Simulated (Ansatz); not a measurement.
**Amorphous Si₂₄O₅₀Ti**

It comes from a melt-quench run on a machine-learned potential (CHGNet), relaxed afterwards by DFT. O atoms were pushed apart under 1.9 Å during the dynamics, to hinder bonds among them. The hot cell started wider than the set density and was brought back towards it in steps. It is the lowest in DFT energy of 2 quenches. It is a model cell: composition and starting density were chosen by hand, and all elements were melted together. No dispersion term was used.

Methods: PBE, scalar-relativistic without spin-orbit coupling (Ansatz, a program for electronic structure); r2SCAN, scalar-relativistic without spin-orbit coupling (Ansatz); HSE06, scalar-relativistic without spin-orbit coupling (Ansatz). Geometry, pressure, stress and energy are those of the PBE run. Its sampling: a 2×2×2 Γ-centred mesh; Fermi-Dirac width 0.02 eV; no spin polarisation. Other functionals are single points at the zone centre (r2SCAN at 500 eV; exact exchange cut at the cell's faces), free to take moments where seeds were set. At PBE the levels at both edges of the gap are localised (band-tail or defect states), and the nearest spread-out levels lie 5.0 eV apart at the zone centre.

The number of atoms in the cell comes out as 75. The density (held, not predicted) comes out as 2.24 g/cm³, the volume per atom is 15.02 Å³ and the pressure on a 2×2×2 Γ-centred mesh is 0.31 GPa. The largest force and stress component on that mesh (the relaxation ran on the zone centre alone) is 0.03 eV/Å and 0.3 GPa, the energy relative to alpha cristobalite + anatase TiO2 (lowest mix at this level among the phases computed, not always the ambient ones) is 0.146 eV/atom and the gap between localised states on a 2×2×2 Γ-centred mesh (PBE) comes out as 3.07 eV. The gap between localised states at the zone centre (PBE) is 3.07 eV and the gap between localised states at the zone centre (r2SCAN) is 3.49 eV. The gap between localised states at the zone centre (HSE06) comes out as 4.90 eV.

Neighbours within Si-Si 2.60 Å, Si-O 1.98 Å, Si-Ti 2.78 Å, O-O 1.58 Å, O-Ti 2.49 Å, Ti-Ti 3.12 Å count as bonded. Two cations that share two anions don't count as bonded, nor two that share one unless they lie closer than Si-Si 2.38 Å, Si-Ti 2.71 Å, Ti-Ti 3.04 Å.

```json
{
  "Mean coordination of Si by anions": "4.04 (23 with 4, 1 with 5)",
  "Mean coordination of O": "2.02 (49 with 2, 1 with 3)",
  "Mean coordination of Ti by anions": "4.00 (1 with 4)",
  "Mean Si-O bond": "1.647 Å (spread 0.042 Å, 97 counted)",
  "Mean O-Ti bond": "1.816 Å (spread 0.035 Å, 4 counted)"
}
```

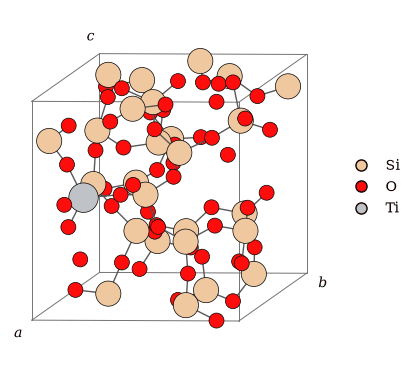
Figure: The relaxed cell

Its density started from a set value of 2.24 g/cm³. The quench (nominally 400 K/ps over its main leg) was far faster than any real one, so the model tends to hold more defects than a real film. One small periodic cell is one sample of the glass; other quenches scatter about these values. The volume was held where the preparation left it and the shape relaxed, at a PBE pressure of 0.3 GPa.
